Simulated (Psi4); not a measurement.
InCl: geometry relaxation (part 3 of 3)

The same run, continued: InCl; MN15/def2-TZVPD, RKS, core potentials def2 (Psi4 1.11). The geometry comes from this level: PBE0-D4/def2-TZVP.

Geometry of the input (Å):
```
Cl 0.0000  -0.0000  -0.0139
In -0.0000  0.0000  2.3996
```

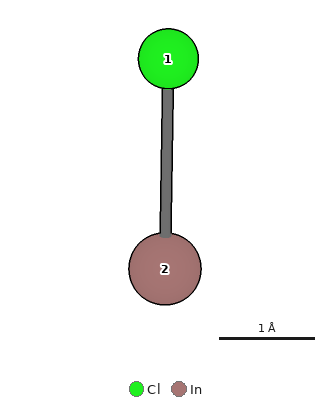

Fig. 1: The starting structure (ball-and-stick view, seen at an oblique angle; atoms are numbered from 1 in the order of the input). Sticks mark near contacts.

Results in brief

```csv
quantity,value
outcome,converged
total energy,−649.929298 hartree
basis functions,102
HOMO,−8.05 eV
LUMO,−1.50 eV
dipole moment,3.61 D
hardware,"1 thread of Intel Xeon @ 2.70GHz, 189 GiB of memory available, shared host"
wall time,45 s
peak memory,0.6 GiB
```
